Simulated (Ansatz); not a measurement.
Single-point calculation, with input and output: CH9N3Ti

CH9N3Ti, multiplicity 5, SMILES [CH3][Ti]([NH2])([NH2])[NH2], computed with UKS B2PLYP/def2-SVPD (Ansatz 0.2.0).

Some settings of this run were made unusual or wrong on purpose. The geometry comes from this level: PBE0-D4/def2-TZVP. Figures and captions count atoms from 1; the log counts them from 0 in places.

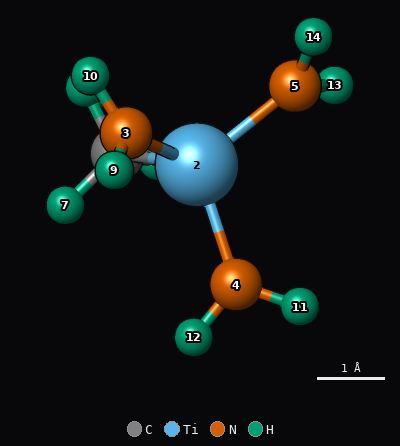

The structure as given in the input (ball-and-stick view, seen at a tilt; atoms are numbered from 1 in the order of the input). Sticks mark near contacts.

Input
```yaml
crystal:
  periodic: [false, false, false]
  atoms:
    - {symbol: C, position_ang: [-1.453078, 1.128708, -0.082336]}
    - {symbol: Ti, position_ang: [0.192043, -0.152368, 0.013241]}
    - {symbol: N, position_ang: [1.338511, 0.472394, 1.373545]}
    - {symbol: N, position_ang: [-0.440437, -1.883994, 0.408928]}
    - {symbol: N, position_ang: [1.055333, -0.117928, -1.662657]}
    - {symbol: H, position_ang: [-2.070433, 0.897605, -0.957114]}
    - {symbol: H, position_ang: [-2.073348, 1.025848, 0.814583]}
    - {symbol: H, position_ang: [-1.124987, 2.171072, -0.157262]}
    - {symbol: H, position_ang: [1.672139, -0.042855, 2.174871]}
    - {symbol: H, position_ang: [1.653819, 1.432391, 1.425617]}
    - {symbol: H, position_ang: [-0.284647, -2.727093, -0.123824]}
    - {symbol: H, position_ang: [-1.063531, -2.075659, 1.182717]}
    - {symbol: H, position_ang: [0.563653, -0.263947, -2.534810]}
    - {symbol: H, position_ang: [2.022062, 0.106825, -1.846599]}
basis:
  gaussian: {orbitals: def2-SVPD}
magnetization: {spin_polarized: true, initial_magnetization: 4}
hamiltonian: {xc: {name: B2PLYP}}
output: {forces: true}
```

Machine: 4 threads of Arm Neoverse V1, 23 GiB of memory available, shared host.

Command:
```bash
ansatz run in.yaml --threads 4 --pin off --events-out ev --progress --plain --max-ram 11315MiB
```

Log
```
Functional definition: B2PLYP
  name "B2PLYP"
  cite "Grimme, J. Chem. Phys. 124, 034108 (2006) doi:10.1063/1.2148954"
  cite "Becke, Phys. Rev. A 38, 3098 (1988) doi:10.1103/PhysRevA.38.3098"
  cite "Lee, Yang & Parr, Phys. Rev. B 37, 785 (1988) doi:10.1103/PhysRevB.37.785"
  parameter a = 0.53
  parameter c = 0.27
  exchange = (1 - a)*b88_x + a*exact_x
  correlation = (1 - c)*lyp_c + c*(mp2_os + mp2_ss)
1853 factors; integrals over basis functions are off by at most 1.2e-3 eV
mean field evaluation 1: about -28725.1763 eV, gradient 4.9e1 eV
mean field evaluation 2: about -28725.3746 eV, gradient 4.9e1 eV
mean field evaluation 4: about -28734.2722 eV, gradient 1.9e1 eV
mean field evaluation 8: about -28736.1775 eV, gradient 1.1e0 eV
mean field evaluation 16: about -28736.1984 eV, gradient 2.5e-1 eV
mean field evaluation 32: about -28736.3469 eV, gradient 1.9e0 eV
mean field evaluation 64: about -28736.3999 eV, gradient 1.3e0 eV
mean field -28736.43999297 eV, -1056.0446914832 hartree, gradient 2.6e-6 eV, S^2 6.010347; 8 other end points of the search recorded, 0 dependent functions left out
9 core orbitals not correlated: weight in the atoms' cores, before any rotation towards them, 1.000 or more for the frozen orbitals, at most 0.000 for the correlated occupied ones
reference -28736.44022754 eV, -1056.0447001033 hartree; 22, 18 occupied and 155, 159 virtual orbitals, 1853 factors
second order -31.38237670 eV of doubles, -0.00000000 eV of singles
the calculation of the forces begins
Total energy: -28744.91346925 eV, -1056.3560859928 hartree
Atom 0 at    -1.453078     1.128708    -0.082336 Å, force    -3.923281     2.857640    -0.266565 eV/Å
Atom 1 at     0.192043    -0.152368     0.013241 Å, force    -1.140853    -0.740441     3.377036 eV/Å
Atom 2 at     1.338511     0.472394     1.373545 Å, force     1.221730     1.033648     1.225803 eV/Å
Atom 3 at    -0.440437    -1.883994     0.408928 Å, force    -0.913488    -1.368056     0.254871 eV/Å
Atom 4 at     1.055333    -0.117928    -1.662657 Å, force     1.772943     0.245825    -4.436987 eV/Å
Atom 5 at    -2.070433     0.897605    -0.957114 Å, force     0.292673    -0.637927    -0.312051 eV/Å
Atom 6 at    -2.073348     1.025848     0.814583 Å, force     0.374643    -0.525496     0.497408 eV/Å
Atom 7 at    -1.124987     2.171072    -0.157262 Å, force     0.865435    -0.016442     0.012577 eV/Å
Atom 8 at     1.672139    -0.042855     2.174871 Å, force     0.343175    -0.048188     0.200777 eV/Å
Atom 9 at     1.653819     1.432391     1.425617 Å, force     0.276640     0.333828     0.485540 eV/Å
Atom 10 at    -0.284647    -2.727093    -0.123824 Å, force     0.091499    -0.534204     0.100045 eV/Å
Atom 11 at    -1.063531    -2.075659     1.182717 Å, force    -0.328515    -0.490187     0.124027 eV/Å
Atom 12 at     0.563653    -0.263947    -2.534810 Å, force     0.126529     0.041565    -0.910813 eV/Å
Atom 13 at     2.022062     0.106825    -1.846599 Å, force     0.940871    -0.151563    -0.351667 eV/Å
Dipole moment:    -0.076985     0.520690    -1.024704 e Å
```

Outcome

| quantity | value |
| --- | --- |
| outcome | converged |
| total energy | −28744.9135 eV |
| mean-field energy | −28736.4402 eV |
| ⟨S²⟩ | 6.010 |
| SCF solution under orbital rotations | stable |
| largest force (length of the vector) | 4.861 eV/Å |
| dipole moment | 5.53 D |
| wall time | 62 s (CPU time 4 min) |
| peak memory | 1.1 GiB |

Diagnosis

A setting was made wrong on purpose: spin. The program still converged, but the numbers can't be taken as results for the intended system.
